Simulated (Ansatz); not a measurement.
# SiF2 (SMILES F[Si]F) at RPA@PBE/STO-3G

What is the energy change on altering one bond length of SiF2 at RPA@PBE/STO-3G? 

The results are computed with Ansatz 0.2.0.

41 further runs of the same task are left out: 3 that didn't finish, 38 set aside as unsound or not needed.

### 1 The molecule

SiF2: 3 atoms, total charge 0, spin state singlet. As SMILES, `F[Si]F`. The shape is that of a PBE0-D4/def2-TZVP optimisation.

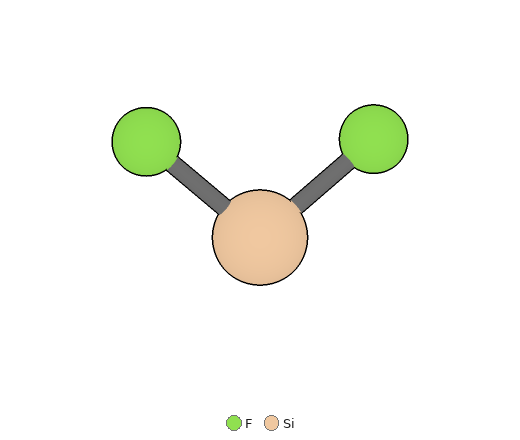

Viewed from a chosen angle; fluorine green, silicon light orange.

### 2 A single-point energy at RPA@PBE/STO-3G

File job.yaml:

```yaml
basis:
  gaussian: {orbitals: STO-3G}
crystal:
  periodic: [false, false, false]
  atoms:
    - symbol: F
      position_ang: [0.166300, 1.246800, 0.229400]
    - symbol: Si
      position_ang: [-0.594900, -0.046400, -0.330100]
    - symbol: F
      position_ang: [0.428600, -1.200400, 0.100700]
correlation: {method: rpa, frozen_orbitals: {F: 1, Si: 5}}
accuracy: high
hamiltonian: {xc: pbe}
```

Command:

```
$ ansatz run job.yaml --threads 1 --pin off --max-ram 2610MiB --events-out events.jsonl --progress --plain --runs-dir runs
```

The log of the run:

```text
Warning: RAYON_NUM_THREADS=1 ignored (pool sized by the plan → 1); use --threads N
Functional definition: PBE
  name "PBE"
  parameter kappa = 0.804
  parameter beta = 0.06672455060314922
  exchange = pbe_x(kappa = kappa, mu = beta*pi^2/3)
  correlation = pbe_c(beta = beta)
337 factors; integrals over basis functions are off by at most 2.4e-8 eV
mean field evaluation 1: about -13130.4801 eV, gradient 1.6e1 eV
mean field evaluation 2: about -13130.4697 eV, gradient 1.6e1 eV
mean field evaluation 4: about -13131.5888 eV, gradient 7.6e-1 eV
mean field evaluation 8: about -13131.5918 eV, gradient 7.0e-4 eV
mean field evaluation 16: about -13131.5918 eV, gradient 6.0e-9 eV
mean field -13131.59182446 eV, -482.5770986364 hartree, gradient 5.1e-9 eV, S^2 0.000000; 0 other end points of the search recorded, 0 dependent functions left out
7 core orbitals not correlated: weight in the atoms' cores, before any rotation towards them, 1.000 or more for the frozen orbitals, at most 0.000 for the correlated occupied ones
reference -13105.98315749 eV, -481.6359974835 hartree; 9, 9 occupied and 3, 3 virtual orbitals, 337 factors
Total energy: -13111.17252516 eV, -481.8267032278 hartree
```

Wall time 1.2 s (1 thread of Arm Neoverse V1, shared host); peak memory 0.092 GiB.

### 3 The distorted shape

File job.yaml:

```yaml
crystal:
  periodic: [false, false, false]
  atoms:
    - symbol: F
      position_ang: [-0.089577, 1.535303, 0.121699]
    - symbol: Si
      position_ang: [-0.850777, 0.242103, -0.437801]
    - symbol: F
      position_ang: [0.428600, -1.200400, 0.100700]
basis:
  gaussian:
    orbitals: STO-3G
hamiltonian:
  xc: pbe
correlation:
  method: rpa
  frozen_orbitals: {F: 1, Si: 5}
accuracy: high
```

Command:

```
$ ansatz run job.yaml --threads 1 --pin off --max-ram 2610MiB --events-out events.jsonl --progress --plain --runs-dir runs
```

The log of the run (excerpt; [...] marks lines left out):

```text
Warning: RAYON_NUM_THREADS=1 ignored (pool sized by the plan → 1); use --threads N
Functional definition: PBE
  name "PBE"
[...]
328 factors; integrals over basis functions are off by at most 2.6e-8 eV
[...]
mean field -13130.53742857 eV, -482.5383503020 hartree, gradient 4.5e-9 eV, S^2 0.000000; 1 other end points of the search recorded, 0 dependent functions left out
7 core orbitals not correlated: weight in the atoms' cores, before any rotation towards them, 1.000 or more for the frozen orbitals, at most 0.000 for the correlated occupied ones
reference -13103.65407215 eV, -481.5504051759 hartree; 9, 9 occupied and 3, 3 virtual orbitals, 328 factors
Total energy: -13110.05044285 eV, -481.7854674635 hartree
```

Run time: 1.5 s. Hardware: 1 thread of Arm Neoverse V1, shared host; peak memory 0.093 GiB.

### 4 Outcome

At RPA@PBE/STO-3G, 7 core orbitals frozen:

| quantity | value |
| --- | --- |
| first shape: total energy | -481.82670 Eh |
| first shape: RPA correlation energy (valence) | -190.7 mEh |
| distorted shape: total energy | -481.78547 Eh |
| distorted shape: RPA correlation energy (valence) | -235.1 mEh |
| energy change with the Si2–F3 bond stretched from 1.602 to 2.002 Å | 1.122 eV |

**Reading.** With the Si2–F3 bond stretched from 1.602 to 2.002 Å the energy rises by 1.12 eV (26 kcal/mol). The first shape isn't relaxed at this level, so the change isn't measured from a minimum. The minimal basis adds a large error of its own.
